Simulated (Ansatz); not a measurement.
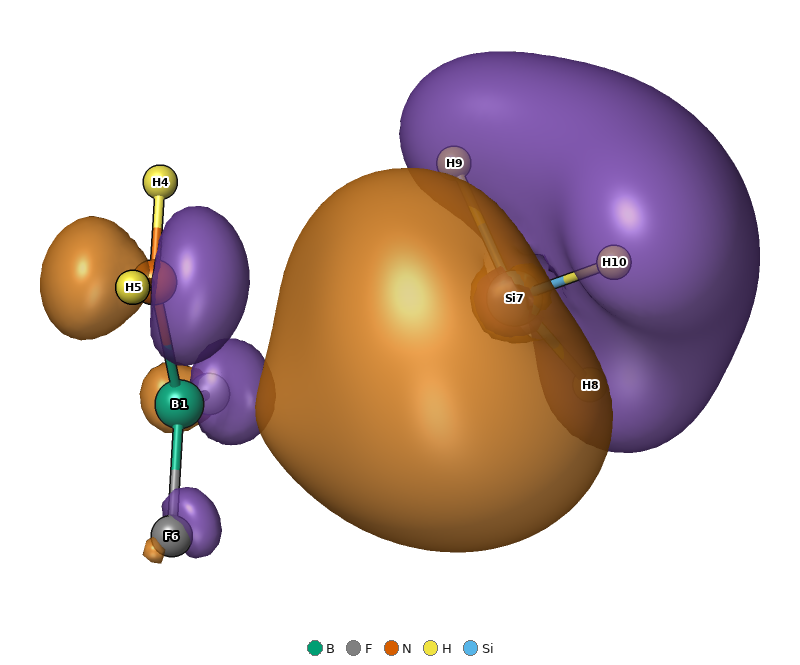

Figure 1: BF$_{2}$H$_{2}$N···H$_{3}$Si (doublet). The LUMO (β) at ±0.06 Å⁻³ᐟ² (orange and purple are the two phases), seen at an oblique angle.

Theory: UKS PBE-D4/cc-pVDZ in Ansatz 0.2.0.

```xyz
10

B    -0.0175   -0.4000   -0.0851
F    -0.1619   -1.6119    0.5070
N     1.2319    0.2376   -0.1324
H     2.0625   -0.1623    0.2987
H     1.3617    1.1510   -0.5630
F    -1.1100    0.1546   -0.6546
Si    0.0129    0.2211    3.1592
H    -1.0875   -0.5836    3.8079
H     1.3090   -0.5549    3.1595
H     0.2008    1.5484    3.8600
```

> What is the character of this orbital?

Its weight (Hirshfeld) is mainly on Si7 (about 75 %). Its energy is −3.36 eV.
